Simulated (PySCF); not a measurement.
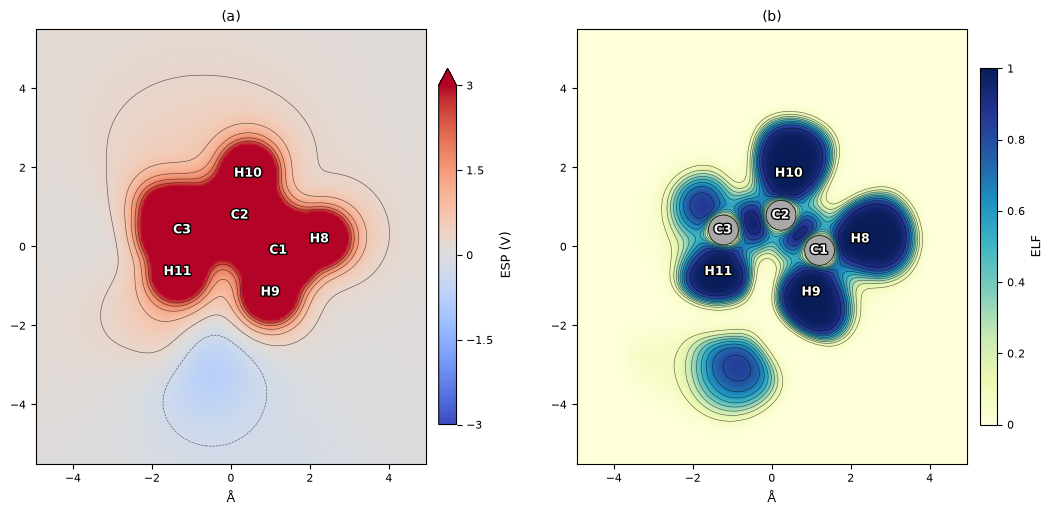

The picture shows: C4H11P2Si (doublet). (a) electrostatic potential; (b) ELF on the plane of atoms C1, C2 and H10. Grey discs cover the atomic cores in the ELF map.

Geometry: GFN2-xTB.

Theory: UKS B3LYP, pcH-1 on C H P Si, non-relativistic, mean-field spin-orbit, GIAO (PySCF 2.14.0, density-fitted response routines).

```yaml
atoms:
  - { symbol: C, position_ang: [-1.8150, 1.3237, 0.4643] }
  - { symbol: C, position_ang: [-1.9710, 0.0902, 0.0209] }
  - { symbol: C, position_ang: [-1.1657, -0.4888, -1.1154] }
  - { symbol: C, position_ang: [-0.1226, -1.3622, -0.5164] }
  - { symbol: Si, position_ang: [1.4963, -0.7005, 0.0619] }
  - { symbol: P, position_ang: [1.9087, 1.1687, -1.1310] }
  - { symbol: P, position_ang: [1.5370, -0.0377, 2.2453] }
  - { symbol: H, position_ang: [-2.3812, 1.7088, 1.2963] }
  - { symbol: H, position_ang: [-1.1174, 2.0034, 0.0002] }
  - { symbol: H, position_ang: [-2.6599, -0.5935, 0.4987] }
  - { symbol: H, position_ang: [-0.6985, 0.3262, -1.6756] }
  - { symbol: H, position_ang: [-1.8225, -1.0604, -1.7761] }
  - { symbol: H, position_ang: [-0.4435, -2.3492, -0.2138] }
  - { symbol: H, position_ang: [2.5405, -1.7375, -0.0106] }
  - { symbol: H, position_ang: [3.2061, 1.3127, -0.6762] }
  - { symbol: H, position_ang: [2.3151, 0.4836, -2.2600] }
  - { symbol: H, position_ang: [0.5465, 0.9173, 2.1060] }
  - { symbol: H, position_ang: [0.6384, -0.9985, 2.6699] }
```

> Describe what can be read from this map.

The plane passes through C and H nuclei. C–C (1.32 Å): the ELF peaks at about 0.95 between the atoms: a multiple bond. C–H (1.08 Å): the ELF climbs to about 1 towards the hydrogen, as it does in any bond to H; an ordinary covalent bond to hydrogen. C–C (1.51 Å): the ELF peaks at about 0.95 between the atoms: localised, covalent bonding. Outside the dense part of the molecule the potential is most negative (−0.7 V) near P6, which lies off the plane.
